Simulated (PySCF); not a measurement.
# FNa (sodium fluoride): the cost of one run

The runs use PySCF 2.14.0, with density-fitted response routines of our own; the level of theory stands in each step. All values are computed, except where a source is named. Atoms are numbered from 0 throughout.

## Step 1: Starting geometry

2 atoms, charge 0, multiplicity 1; geometry from: GFN2-xTB. The atoms were then displaced at random by about 0.01 Å, so the start is not that level's minimum.

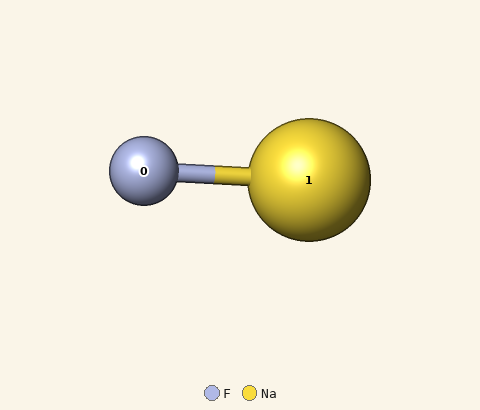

As it starts; fluorine light blue, sodium yellow, atoms numbered.

## Step 2: Relaxing the molecule at PBE0-D3(BJ)/def2-SVP

What the job is given:

```
{"job": {"xc": "PBE0", "basis": "def2-SVP", "d3": "d3bj", "grid": 1, "shake": 0.01, "kind": "geom"}, "charge": 0, "multiplicity": 1}
F      0.896600    -0.028180     0.001020
Na    -0.879110    -0.000630    -0.013150
```

Run with:

```bash
$ OMP_NUM_THREADS=1 python probes_run.py task.json out
```

One launch serves the whole session: the jobs run in the order shown.

**Question.** How long does this first job take on 1 thread of Intel Xeon Platinum 8259CL at 2.50GHz, shared host, and how much memory does it need?

About 1.6 s, with a peak of 0.24 GiB.
